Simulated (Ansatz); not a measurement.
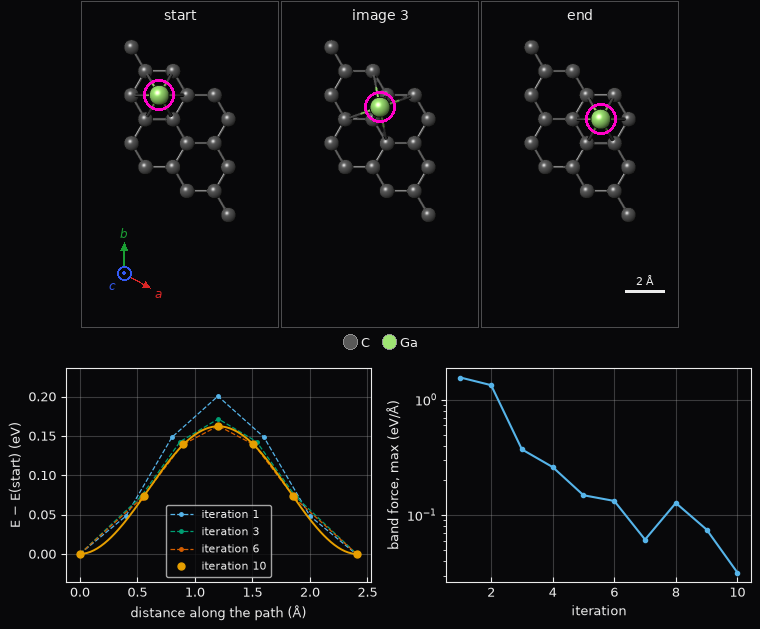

A search for the minimum-energy path of Ga on graphene monolayer (19 atoms in the cell) by the nudged elastic band. Images are numbered from 0 (start) to 6 (end). The plot follows the band through its iterations. A ball-and-stick model of the simulation cell, with the vacuum cut short (origin moved), seen along the c axis. The moving atom is ringed, with any periodic copies. Bonds to atoms that aren't drawn are left out.

These are results of Ansatz 0.2.0, DFT PBE, scalar-relativistic, plane waves, PAW, not measurements. Settings: plane-wave cutoff 420 eV; k-point mesh 2 × 2 × 1; Gaussian smearing 0.05 eV; spin collinear; 5 movable images; climbing image; force threshold 0.05 eV/Å; iteration limit 51; optimiser L-BFGS; starting path by straight interpolation.

Question: How did the profile develop, and is the result final?

Answer: The run is converged, with reservations. The band converged in 10 iterations. The largest component of the band force went from 1.6 to 0.032 eV/Å. The climbing image converged on the top of the path. A check of its curvatures didn't confirm a first-order saddle. The first iteration put the highest image at 0.200 eV. The barrier is about 0.162 eV in both directions, with image 3 at the top; the ends have the same energy.

Limits of the set-up: the k-point mesh is coarse for a cell with partly filled bands; the periodic images lie only 7.4 Å apart, so the values are limited by the cell's size.

Cost: 4 min on 2 threads of INTEL(R) XEON(R) PLATINUM 8581C CPU @ 2.10GHz (Emerald Rapids) (shared host), peak memory 1.8 GiB.
